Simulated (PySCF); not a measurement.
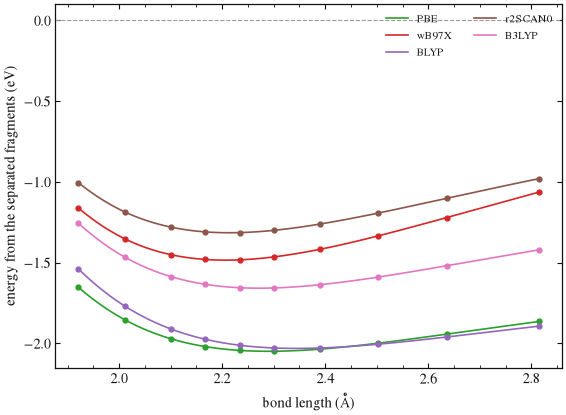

Bond curves of ClF⁻, doublet (excess alpha electrons: σ +1), def2-TZVPPD (non-relativistic), PySCF 2.14.0: energy from the separated fragments (atoms in their ground configurations, no counterpoise). One reference determinant with the occupation held, the lowest that a PBE0 search over spins and occupations found; no spin-orbit coupling. Splines pass through the computed points, which are marked. References: UKS for PBE, B3LYP, r2SCAN0, BLYP and wB97X. The fragments are Cl⁻ + F.

Where is the minimum of each curve?

PBE: near 2.29 Å, −2.05 eV; wB97X: near 2.21 Å, −1.48 eV; BLYP: near 2.34 Å, −2.03 eV; r2SCAN0: near 2.21 Å, −1.31 eV; B3LYP: near 2.27 Å, −1.66 eV (from the spline).

Give the values at the computed points.

In eV:
```csv
bond length (Å),PBE,wB97X,BLYP,r2SCAN0,B3LYP
1.92,−1.65,−1.16,−1.54,−1.01,−1.26
2.01,−1.85,−1.35,−1.77,−1.19,−1.46
2.10,−1.97,−1.45,−1.91,−1.28,−1.59
2.17,−2.02,−1.48,−1.97,−1.31,−1.63
2.23,−2.04,−1.48,−2.01,−1.31,−1.66
2.30,−2.05,−1.46,−2.03,−1.30,−1.66
2.39,−2.04,−1.42,−2.03,−1.26,−1.64
2.50,−2.00,−1.33,−2.01,−1.19,−1.59
2.64,−1.94,−1.22,−1.96,−1.10,−1.52
2.81,−1.86,−1.06,−1.89,−0.98,−1.42
```

Limits of at least one run: lowest determinant of a PBE0 search, another state may lie lower.
